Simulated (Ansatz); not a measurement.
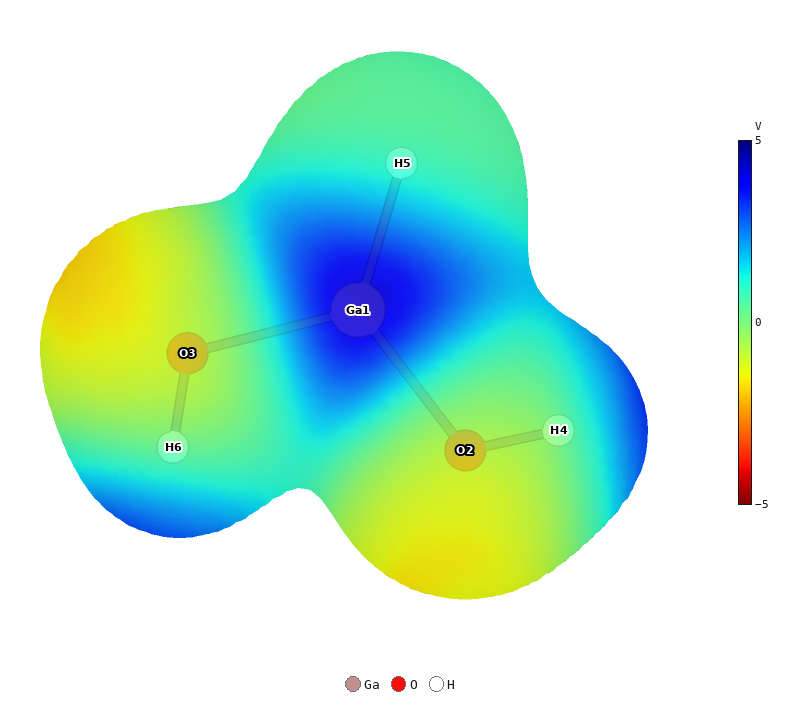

*GaH3O2 (SMILES [OH][GaH][OH]). The electrostatic potential painted on the density surface at 0.004 e/bohr³, seen across its widest extent; the colour scale runs from red (negative) to blue (positive).*

Geometry: PBE0-D4/def2-SVP.

Method: isolated molecule in a Gaussian basis; Kohn-Sham density functional theory, functional PBE0 in Ansatz.

The calculation's input:

```
crystal:
  periodic: [false, false, false]
  atoms:
    - {symbol: Ga, position_ang: [-0.168637, -0.428973, -1.365582]}
    - {symbol: O, position_ang: [-1.334234, -0.654779, -2.697364]}
    - {symbol: O, position_ang: [1.516280, -0.674238, -1.868555]}
    - {symbol: H, position_ang: [-2.257628, -0.529005, -2.458631]}
    - {symbol: H, position_ang: [-0.514687, -0.057914, 0.099088]}
    - {symbol: H, position_ang: [1.606477, -0.900531, -2.800574]}
basis:
  gaussian:
    orbitals: def2-TZVPD
hamiltonian:
  xc: pbe0
output:
  forces: true
  orbitals: {seedname: orbitals}
```

Run with:

```sh
ansatz run input.yaml --threads 2 --pin off --max-ram 5220MiB --events-out events.jsonl --progress --plain --runs-dir runs
```

Question: Which sites attract a positive test charge, and which a negative one?

Answer: A positive charge is drawn to the negative regions and a negative charge to the positive ones. The most negative region (about −1.9 V) lies over O3, the most positive (about +4.1 V) over Ga1. O3 is the likeliest acceptor of a hydrogen bond.
